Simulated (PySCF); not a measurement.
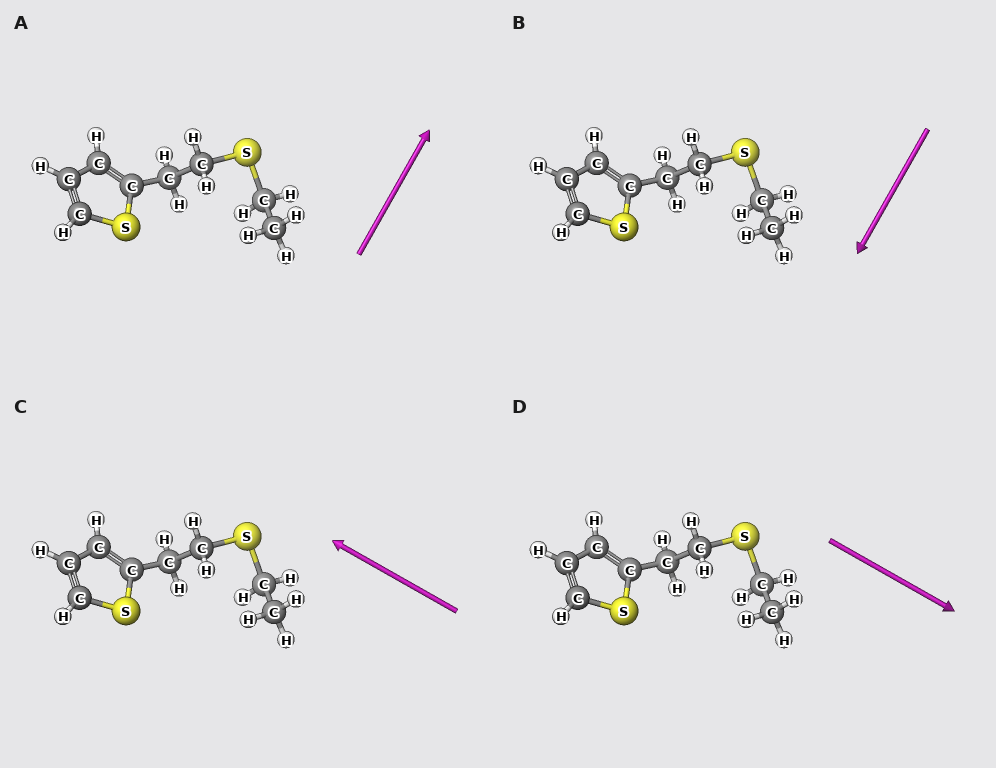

The same molecule four times, each with an arrow. The computed structure is the end point of a PBE0-D3(BJ)/def2-SVP optimisation. No frequency run is at hand to confirm it as a minimum. Method: PBE0/pcSseg-1 in tetrahydrofuran (IEF-PCM) (PySCF 2.14.0).

**Which arrow points along the dipole moment, from the negative to the positive end?**

B. The dipole moment is 1.55 D.
